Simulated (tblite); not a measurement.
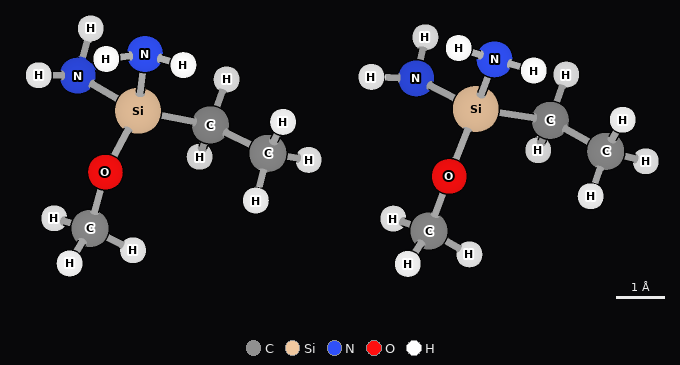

Two geometries of C3H12N2OSi, drawn at one scale. One is the start of a relaxation, the other its converged end. The picture is a ball-and-stick view, seen face on.

Method: GFN2-xTB geometry optimisation, gas phase in tblite. 

Q: Which of the two is the end point?

A: The right one is the relaxed one. Over 61 geometry steps the energy falls by 80.0 kJ/mol. An H atom moves most after the best rigid fit: 0.52 Å. Largest moves by element: H 0.52 Å, N 0.35 Å, O 0.13 Å, Si 0.12 Å, C 0.09 Å. Near-neighbour distances that change, for instance: C–Si 1.820 → 1.902 Å, N–Si 1.670 → 1.730 Å, C–O 1.420 → 1.399 Å, H–N 1.025 → 1.006 Å. Bond angles that change, for instance: N–Si–N 96.2° → 113.5°, Si–N–H 105.5° → 117.8°, Si–N–H 106.7° → 117.1°.
